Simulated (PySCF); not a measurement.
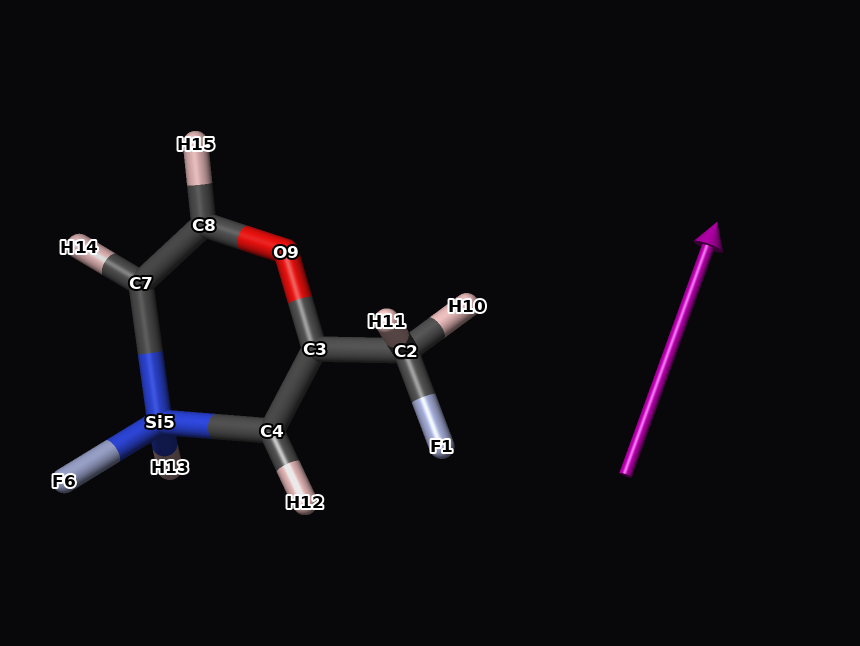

The arrow beside the molecule shows the direction of the dipole moment, from the negative to the positive end (its length means nothing). The geometry was computed by an optimisation with GFN2-xTB. No frequency run is at hand to confirm it as a minimum. Level of theory: CAM-B3LYP/def2-SVPD, gas phase (PySCF 2.14.0).

Estimate the dipole moment.

Answer. 2.87 D; it points from the side of F6 to the side of H15 (the outermost atoms at the two ends).

The geometry is semi-empirical. Around Si such bond lengths and angles can be off by a tenth of an ångström or more and by several degrees, and values that hang on the shape move with them.
